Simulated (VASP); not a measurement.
Energy against volume of AuAl2 (fluorite). Calculation: r2SCAN+rVV10, VASP's PBE PAW potentials (set 64) (plane waves; VASP 6.6.1).

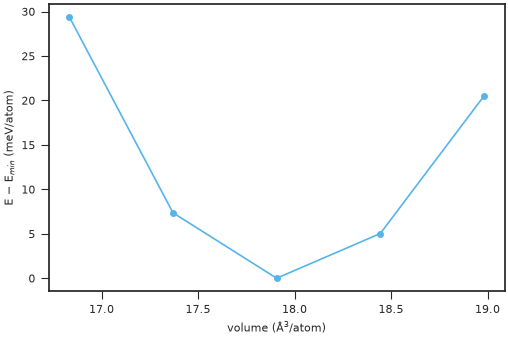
Fig. 1. Energy against volume

Estimate the equilibrium volume and the bulk modulus.

The minimum lies near 17.9 Å³/atom, and the curvature gives B0 of about 120 GPa.

The compound is AuAl2 in the fluorite structure. It was relaxed first.
